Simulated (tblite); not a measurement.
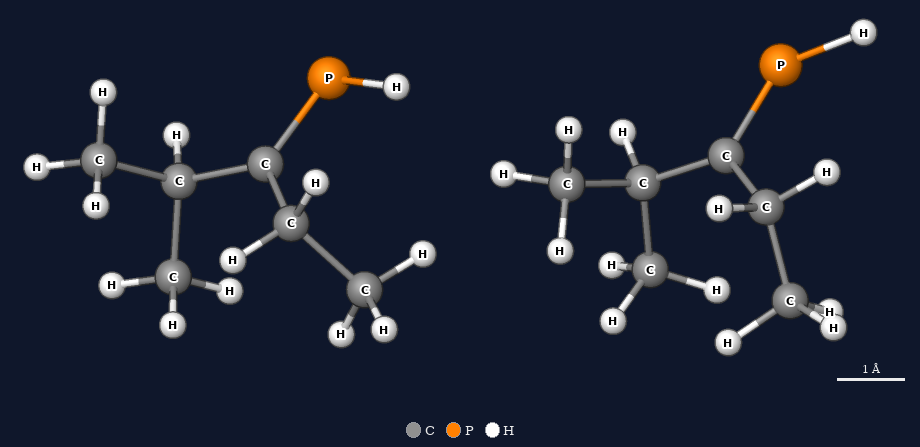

Two geometries of C6H13P, drawn at one scale. One is the start of a relaxation, the other its converged end. A ball-and-stick model, seen at a tilt.

Computed with tblite, GFN2-xTB geometry optimisation, gas phase. 

> Which one is relaxed?

The left one is the relaxed one. The largest move after the best rigid fit is that of an H atom, 1.43 Å. Largest moves by element: H 1.43 Å, C 0.55 Å, P 0.23 Å. Among the contacts that change: H–P 1.479 → 1.404 Å, C–C 1.475 → 1.531 Å, C–H 1.141 → 1.088 Å, C–H 1.128 → 1.098 Å. Among the angles between lasting bonds that change: C–P–H 123.3° → 96.8°, C–C–P 117.0° → 123.3°, C–C–H 115.7° → 110.4°. Groups turn about C–C by about 45°, C–C by about 40°, C–C by about 20°. The energy falls by 112.9 kJ/mol in 183 geometry steps.
